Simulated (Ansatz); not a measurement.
# Geometry relaxation, with input and output: CH6BFOSi (part 1 of 2)

- system: CH6BFOSi
- method: RKS r2SCANh-D4/def2-SVP (Ansatz 0.2.0)

It belongs to a series of runs on one base structure; here: end point A relaxed. Figures and captions count atoms from 1; the log counts them from 0 in places.

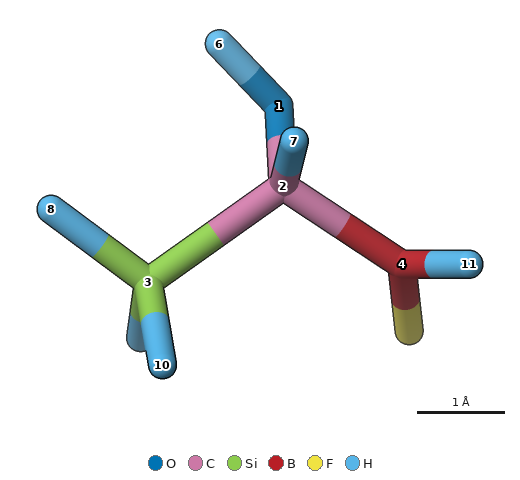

**Figure 1.** The starting structure (stick view, seen on its broad side; atoms are numbered from 1 in the order of the input).

## Input file
```yaml
crystal:
  periodic: [false, false, false]
  atoms:
    - { symbol: O, position_ang: [0.0982, 1.3158, 1.0206] }
    - { symbol: C, position_ang: [0.2161, 0.0436, 0.5551] }
    - { symbol: Si, position_ang: [-1.2138, -0.4212, -0.6107] }
    - { symbol: B, position_ang: [1.6746, -0.051, -0.2256] }
    - { symbol: F, position_ang: [1.8675, 0.7798, -1.3794] }
    - { symbol: H, position_ang: [-0.6618, 1.3488, 1.6997] }
    - { symbol: H, position_ang: [0.2677, -0.6605, 1.4176] }
    - { symbol: H, position_ang: [-2.4186, -0.3211, 0.1218] }
    - { symbol: H, position_ang: [-1.2051, 0.5169, -1.6996] }
    - { symbol: H, position_ang: [-0.9818, -1.7972, -1.0542] }
    - { symbol: H, position_ang: [2.4224, -0.8108, 0.1754] }
basis:
  gaussian: { orbitals: def2-SVP }
hamiltonian:
  xc: r2scanh
  dispersion: d4
relax:
  f_tol: 0.02
  max_steps: 50
```

Hardware: 2 threads of Intel Xeon (Granite Rapids), 16 GiB of memory available, shared host.

Launch command:
```bash
ansatz run input.yaml --threads 2 --pin off --max-ram 3072MiB --backend cpu --events-out ev --progress --plain --runs-dir out
```

## Output
```
The last accepted step is kept in [file] (removed where the run ends without a failure and the disk answers)
Engine: ansatz 0.2.0, x86_64-unknown-linux-gnu
Functional definition: r2SCANh
  parameter a = 0.1
  parameter k0 = 0.174
  parameter k1 = 0.065
  parameter a1 = 4.9479
  exchange = (1 - a)*r2scan_x(k0 = k0, k1 = k1, a1 = a1) + a*exact_x
  correlation = r2scan_c
1109 factors; integrals over basis functions are off by at most 5.2e-4 eV
mean field evaluation 1: about -14435.9574 eV, gradient 4.7e1 eV
mean field evaluation 2: about -14430.7958 eV, gradient 7.0e1 eV
mean field evaluation 4: about -14440.4396 eV, gradient 3.1e0 eV
mean field evaluation 8: about -14440.4765 eV, gradient 5.6e-2 eV
mean field evaluation 16: about -14440.4765 eV, gradient 2.1e-5 eV
mean field -14440.47652952 eV, -530.6777243532 hartree, gradient 2.1e-5 eV, S^2 0.000000; 0 other end points of the search recorded, 0 dependent functions left out
the calculation of the forces begins
reference -14440.47653930 eV, -530.6777247126 hartree; 24, 24 occupied and 80, 80 virtual orbitals, 1109 factors
relax step   1: F+E_penalty+E_count = -14440.53139510 eV  Δ(F+E_penalty+E_count) = +0.000e0 eV  max|allowed force component| = 3.089e0 eV/Å  Δτ_max = 0.0000 Å  (26 SCF iters, accepted)
these checks for a lower state are left out or cut short: starts, cluster_reference, orbital_swaps, neighbouring_geometries, increment
1109 factors; integrals over basis functions are off by at most 5.7e-4 eV
mean field -14441.09628896 eV, -530.7005000928 hartree, gradient 1.5e-5 eV, S^2 0.000000; 0 other end points of the search recorded, 0 dependent functions left out
the calculation of the forces begins
reference -14441.09629879 eV, -530.7005004537 hartree; 24, 24 occupied and 80, 80 virtual orbitals, 1109 factors
relax step   2: F+E_penalty+E_count = -14441.15107662 eV  Δ(F+E_penalty+E_count) = -6.197e-1 eV  max|allowed force component| = 2.524e0 eV/Å  Δτ_max = 0.1945 Å  (28 SCF iters, accepted)
these checks for a lower state are left out or cut short: starts, cluster_reference, orbital_swaps, neighbouring_geometries, increment
1109 factors; integrals over basis functions are off by at most 6.0e-4 eV
mean field -14441.17692440 eV, -530.7034633905 hartree, gradient 2.1e-5 eV, S^2 0.000000; 0 other end points of the search recorded, 0 dependent functions left out
the calculation of the forces begins
reference -14441.17693425 eV, -530.7034637525 hartree; 24, 24 occupied and 80, 80 virtual orbitals, 1109 factors
relax step   3: F+E_penalty+E_count = -14441.23193193 eV  Δ(F+E_penalty+E_count) = -8.086e-2 eV  max|allowed force component| = 1.804e0 eV/Å  Δτ_max = 0.1950 Å  (27 SCF iters, accepted)
these checks for a lower state are left out or cut short: starts, cluster_reference, orbital_swaps, neighbouring_geometries, increment
1109 factors; integrals over basis functions are off by at most 6.1e-4 eV
mean field evaluation 32: about -14441.2950 eV, gradient 6.8e-1 eV
mean field -14441.31452351 eV, -530.7085200643 hartree, gradient 7.2e-5 eV, S^2 0.000000; 0 other end points of the search recorded, 0 dependent functions left out
the calculation of the forces begins
reference -14441.31453324 eV, -530.7085204221 hartree; 24, 24 occupied and 80, 80 virtual orbitals, 1109 factors
relax step   4: F+E_penalty+E_count = -14441.36965796 eV  Δ(F+E_penalty+E_count) = -1.377e-1 eV  max|allowed force component| = 3.691e-1 eV/Å  Δτ_max = 0.2000 Å  (31 SCF iters, accepted)
these checks for a lower state are left out or cut short: starts, cluster_reference, orbital_swaps, neighbouring_geometries, increment
1109 factors; integrals over basis functions are off by at most 6.1e-4 eV
mean field -14441.38312571 eV, -530.7110411488 hartree, gradient 2.5e-5 eV, S^2 0.000000; 0 other end points of the search recorded, 0 dependent functions left out
the calculation of the forces begins
reference -14441.38313532 eV, -530.7110415019 hartree; 24, 24 occupied and 80, 80 virtual orbitals, 1109 factors
relax step   5: F+E_penalty+E_count = -14441.43818428 eV  Δ(F+E_penalty+E_count) = -6.853e-2 eV  max|allowed force component| = 5.742e-1 eV/Å  Δτ_max = 0.2000 Å  (27 SCF iters, accepted)
these checks for a lower state are left out or cut short: starts, cluster_reference, orbital_swaps, neighbouring_geometries, increment
1109 factors; integrals over basis functions are off by at most 6.5e-4 eV
mean field -14441.43043912 eV, -530.7127798846 hartree, gradient 1.2e-5 eV, S^2 0.000000; 0 other end points of the search recorded, 0 dependent functions left out
the calculation of the forces begins
reference -14441.43044871 eV, -530.7127802368 hartree; 24, 24 occupied and 80, 80 virtual orbitals, 1109 factors
relax step   6: F+E_penalty+E_count = -14441.48543683 eV  Δ(F+E_penalty+E_count) = -4.725e-2 eV  max|allowed force component| = 2.533e-1 eV/Å  Δτ_max = 0.1999 Å  (28 SCF iters, accepted)
these checks for a lower state are left out or cut short: starts, cluster_reference, orbital_swaps, neighbouring_geometries, increment
1109 factors; integrals over basis functions are off by at most 6.5e-4 eV
mean field -14441.43960354 eV, -530.7131166706 hartree, gradient 7.3e-6 eV, S^2 0.000000; 0 other end points of the search recorded, 0 dependent functions left out
the calculation of the forces begins
reference -14441.43961301 eV, -530.7131170189 hartree; 24, 24 occupied and 80, 80 virtual orbitals, 1109 factors
relax step   7: F+E_penalty+E_count = -14441.49447357 eV  Δ(F+E_penalty+E_count) = -9.037e-3 eV  max|allowed force component| = 1.692e-1 eV/Å  Δτ_max = 0.1782 Å  (27 SCF iters, accepted)
these checks for a lower state are left out or cut short: starts, cluster_reference, orbital_swaps, neighbouring_geometries, increment
1109 factors; integrals over basis functions are off by at most 6.5e-4 eV
mean field -14441.44514385 eV, -530.7133202733 hartree, gradient 7.6e-5 eV, S^2 0.000000; 0 other end points of the search recorded, 0 dependent functions left out
the calculation of the forces begins
reference -14441.44515334 eV, -530.7133206220 hartree; 24, 24 occupied and 80, 80 virtual orbitals, 1109 factors
relax step   8: F+E_penalty+E_count = -14441.49998015 eV  Δ(F+E_penalty+E_count) = -5.507e-3 eV  max|allowed force component| = 1.562e-1 eV/Å  Δτ_max = 0.0340 Å  (26 SCF iters, accepted)
these checks for a lower state are left out or cut short: starts, cluster_reference, orbital_swaps, neighbouring_geometries, increment
1109 factors; integrals over basis functions are off by at most 6.6e-4 eV
mean field evaluation 64: about -14441.4304 eV, gradient 8.6e-3 eV
mean field -14441.44656767 eV, -530.7133725978 hartree, gradient 8.0e-5 eV, S^2 0.000000; 0 other end points of the search recorded, 0 dependent functions left out
the calculation of the forces begins
reference -14441.44657714 eV, -530.7133729459 hartree; 24, 24 occupied and 80, 80 virtual orbitals, 1109 factors
relax step   9: F+E_penalty+E_count = -14441.50137979 eV  Δ(F+E_penalty+E_count) = -1.400e-3 eV  max|allowed force component| = 1.165e-1 eV/Å  Δτ_max = 0.0259 Å  (25 SCF iters, accepted)
these checks for a lower state are left out or cut short: starts, cluster_reference, orbital_swaps, neighbouring_geometries, increment
1109 factors; integrals over basis functions are off by at most 6.6e-4 eV
mean field -14441.44461834 eV, -530.7133009613 hartree, gradient 7.8e-5 eV, S^2 0.000000; 0 other end points of the search recorded, 0 dependent functions left out
the calculation of the forces begins
reference -14441.44462781 eV, -530.7133013093 hartree; 24, 24 occupied and 80, 80 virtual orbitals, 1109 factors
relax step  10: F+E_penalty+E_count = -14441.49940878 eV  Δ(F+E_penalty+E_count) = +1.971e-3 eV  max|allowed force component| = 3.768e-1 eV/Å  Δτ_max = 0.0231 Å  (25 SCF iters, rejected (line search))
these checks for a lower state are left out or cut short: starts, cluster_reference, orbital_swaps, neighbouring_geometries, increment
1109 factors; integrals over basis functions are off by at most 6.6e-4 eV
mean field -14441.44705399 eV, -530.7133904698 hartree, gradient 8.0e-5 eV, S^2 0.000000; 0 other end points of the search recorded, 0 dependent functions left out
the calculation of the forces begins
reference -14441.44706346 eV, -530.7133908177 hartree; 24, 24 occupied and 80, 80 virtual orbitals, 1109 factors
relax step  11: F+E_penalty+E_count = -14441.50185291 eV  Δ(F+E_penalty+E_count) = -4.731e-4 eV  max|allowed force component| = 7.320e-3 eV/Å  Δτ_max = 0.0114 Å  (26 SCF iters, accepted)
```

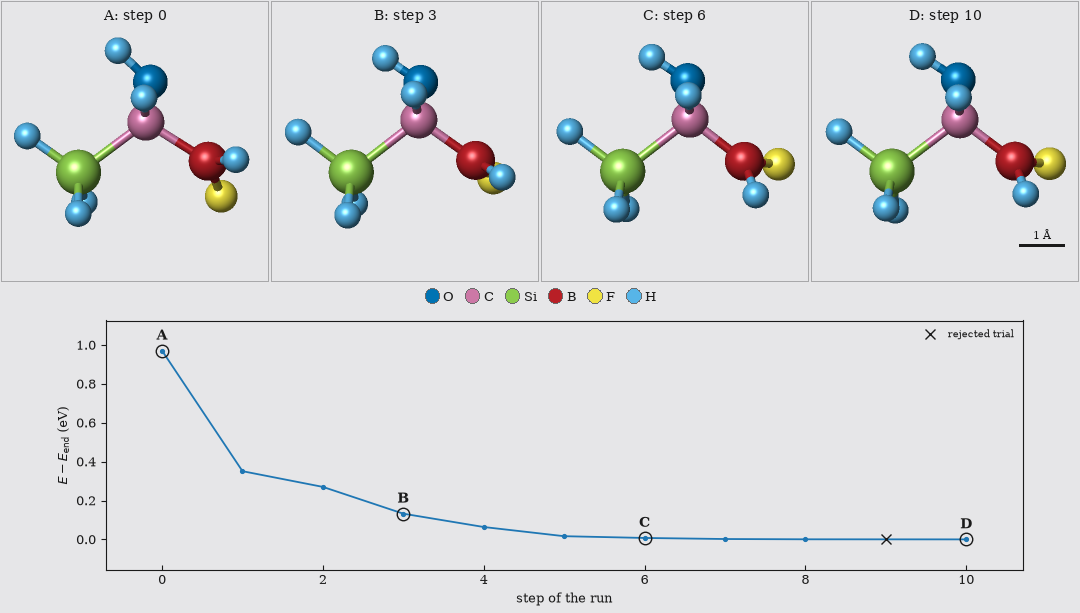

**Figure 2.** Frames of the relaxation (ball-and-stick view, seen on its broad side) above the curves, on which the letters mark them (the first geometry is step 0 here and step 1 in the log).

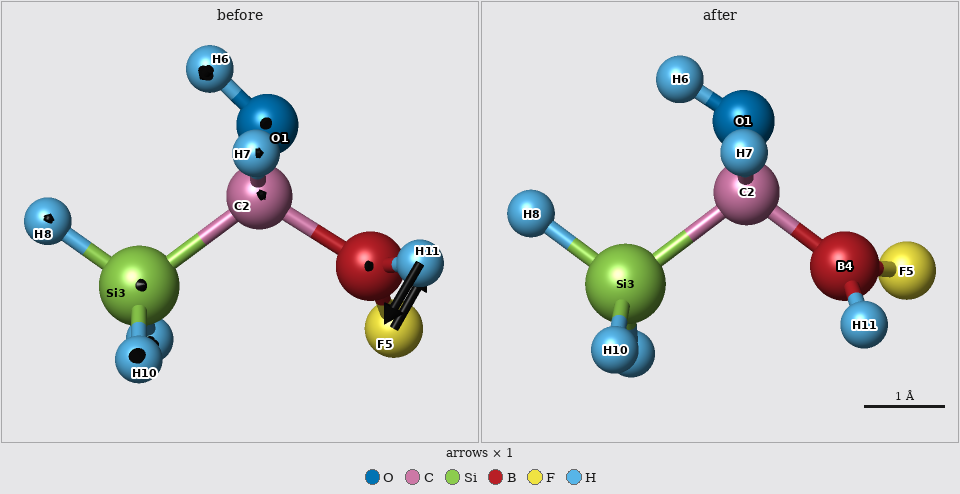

**Figure 3.** Before (left) and after (right) the relaxation, at one scale (ball-and-stick view, seen on its broad side). The black arrows give the displacements, at true length. After 10 geometry steps the energy has fallen by 0.970 eV. Largest force component: 3.1 eV/Å at the start, 0.0073 eV/Å at the end. The line search rejected the trial step at point 9 (counted from 0) and went back. The atom that moves furthest after the best rigid fit is H11 (0.90 Å). By element the largest moves are H 0.90 Å, F 0.84 Å, Si 0.14 Å, O 0.13 Å, C 0.11 Å, B 0.10 Å. Among the contacts that change: B4–F5 1.435 → 1.321 Å, C2–B4 1.657 → 1.551 Å, Si3–H8 1.414 → 1.494 Å, B4–H11 1.139 → 1.211 Å. Among the angles that change: F5–B4–H11 125.5° → 118.0°, O1–C2–B4 106.9° → 113.0°, C2–Si3–H10 107.2° → 112.5°. (Atoms are counted from 1 in the order of the input.)
